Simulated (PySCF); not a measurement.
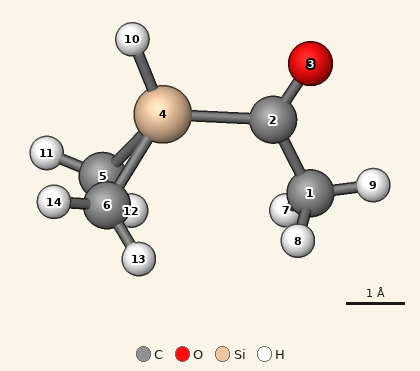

**Figure 1.** The structure as given in the input (ball-and-stick view, seen at a tilt; atoms are numbered from 1 in the order of the input). Bond lengths as drawn: C–C 1.51 to 1.53 Å, C–H 1.10 Å, C–O 1.21 Å, C–Si 1.87 to 1.92 Å and H–Si 1.48 Å.

# NMR shielding calculation of C₄H₈OSi

System: C₄H₈OSi, SMILES CC(=O)[SiH]1CC1.
Method: GIAO LDA/pcSseg-1 NMR shielding, non-relativistic, gas phase (PySCF 2.14.0).

The geometry comes from this level: PBE0-D3(BJ)/def2-SVP. Figures and captions count atoms from 1; the log counts them from 0 in places.

Input file:
```
{"job": {"kind": "nmr", "xc": "LDA", "basis": "pcSseg-1", "pop": false}, "charge": 0, "multiplicity": 1}
C      1.959106    -0.008906    -0.323229
C      1.421926    -0.049136     1.084641
O      2.146019    -0.104672     2.053729
Si    -0.473644    -0.022366     1.362907
C     -1.573078     0.795275     0.089310
C     -1.593919    -0.730014     0.041471
H      1.550809     0.856664    -0.868870
H      1.642397    -0.912928    -0.868467
H      3.056441     0.042038    -0.300058
H     -0.889784    -0.058528     2.784365
H     -2.484764     1.292713     0.438617
H     -1.112030     1.318568    -0.755786
H     -1.138768    -1.210515    -0.831829
H     -2.519202    -1.225643     0.355610
```

The first line tells a small driver script what to run in PySCF; the rest is the geometry in Å.

Command:
```bash
OMP_NUM_THREADS=1 python <driver script> task.json out
```

What the program printed:
```
coarse grid: 12016 points
cycle   1  E = -518.4594081866  dE =  5.746e-01  |g| = 9.605e-01  |ddm| = 3.406e+00
cycle   2  E = -517.3677974214  dE =  1.092e+00  |g| = 2.375e+00  |ddm| = 3.879e+00
cycle   3  E = -518.6064779448  dE = -1.239e+00  |g| = 4.859e-01  |ddm| = 3.401e+00
cycle   4  E = -518.6547730593  dE = -4.830e-02  |g| = 1.753e-01  |ddm| = 5.692e-01
cycle   5  E = -518.6604213719  dE = -5.648e-03  |g| = 9.158e-02  |ddm| = 2.911e-01
cycle   6  E = -518.6630041672  dE = -2.583e-03  |g| = 1.740e-02  |ddm| = 1.361e-01
cycle   7  E = -518.6630916986  dE = -8.753e-05  |g| = 5.061e-03  |ddm| = 2.787e-02
cycle   8  E = -518.6630983129  dE = -6.614e-06  |g| = 9.269e-04  |ddm| = 6.887e-03
final grid: 110944 points
cycle   9  E = -518.7221341847  dE = -3.432e-05  |g| = 3.701e-03  |ddm| = 2.431e-02
cycle  10  E = -518.7221212912  dE =  1.289e-05  |g| = 8.136e-03  |ddm| = 1.053e-02
cycle  11  E = -518.7221365547  dE = -1.526e-05  |g| = 2.276e-03  |ddm| = 9.216e-03
cycle  12  E = -518.7221376400  dE = -1.085e-06  |g| = 3.689e-04  |ddm| = 2.193e-03
cycle  13  E = -518.7221376634  dE = -2.334e-08  |g| = 2.171e-04  |ddm| = 6.348e-04
cycle  14  E = -518.7221376771  dE = -1.372e-08  |g| = 3.686e-05  |ddm| = 2.429e-04
cycle  15  E = -518.7221376775  dE = -3.567e-10  |g| = 1.064e-05  |ddm| = 5.309e-05
```

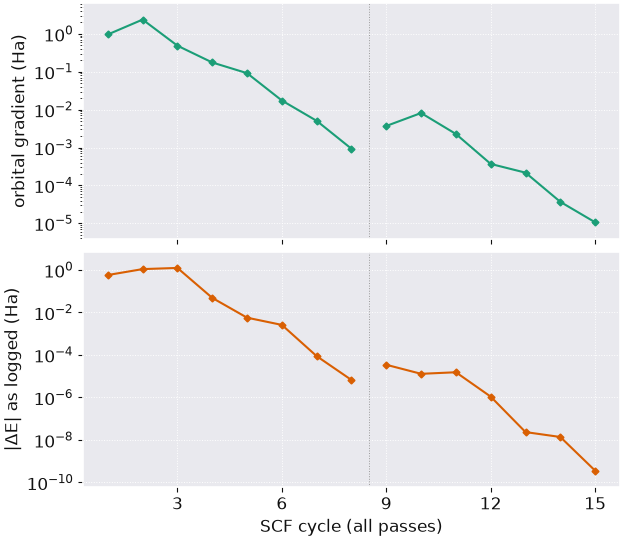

**Figure 2.** Convergence of the self-consistent field: orbital gradient and size of the energy change against the SCF cycle. The dotted line marks the change from a coarse to the final integration grid. The first 8 cycles use a coarse grid, the final grid takes over at cycle 9, and the field converges after 15 cycles in all.

```
converged SCF energy = -518.7221376775

GIAO shielding tensors (ppm)
atom      isotropic    diamagn.    paramagn.     s11        s22        s33       span
  0 C      144.335     252.773    -108.438    109.106    131.449    192.451     83.345
  1 C      -65.803     252.195    -317.998   -174.438   -104.074     81.102    255.540
  2 O     -523.579     395.729    -919.308  -1392.860   -494.130    316.254   1709.114
  3 Si     463.397     883.806    -420.408    326.179    336.502    727.510    401.331
  4 C      178.498     256.282     -77.783    161.019    170.831    203.645     42.626
  5 C      178.843     256.303     -77.460    161.161    171.603    203.766     42.605
  6 H       28.475      30.662      -2.187     24.673     29.559     31.193      6.520
  7 H       28.583      30.282      -1.698     24.918     29.606     31.226      6.308
  8 H       28.988      28.256       0.731     26.290     26.510     34.163      7.873
  9 H       27.578      29.032      -1.454     22.486     25.072     35.175     12.689
 10 H       29.961      29.230       0.732     24.804     25.577     39.504     14.700
 11 H       29.756      31.832      -2.076     24.593     26.709     37.966     13.373
 12 H       29.762      31.935      -2.173     24.599     26.704     37.984     13.385
 13 H       29.947      29.269       0.677     24.797     25.553     39.489     14.692
```

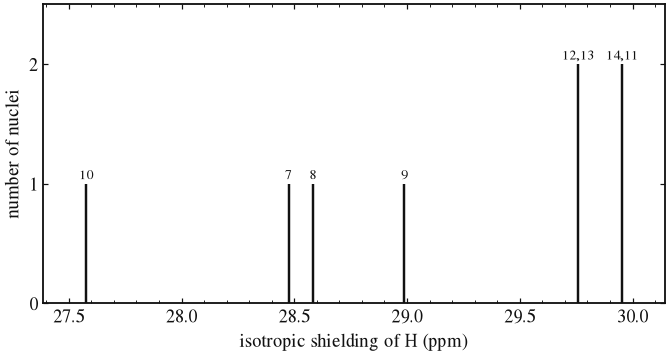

**Figure 3.** Isotropic shieldings of the hydrogen nuclei in this fixed geometry, labelled by atom number; shielding grows to the right, so chemical shift grows to the left. The least shielded is H10 (27.6 ppm), the most shielded H11 (30.0 ppm).

Results in brief:

| quantity | value |
| --- | --- |
| outcome | converged |
| total energy | −518.722138 hartree |
| HOMO | −5.57 eV |
| LUMO | −2.46 eV |
| dipole moment | 2.80 D |
| isotropic shielding, C | −65.8 to 178.8 ppm |
| isotropic shielding, O | −523.6 ppm |
| isotropic shielding, Si | 463.4 ppm |
| isotropic shielding, H | 27.6 to 30.0 ppm |
| hardware | 1 CPU thread, shared host |
| wall time | 14 s |
| peak memory | 0.87 GiB |
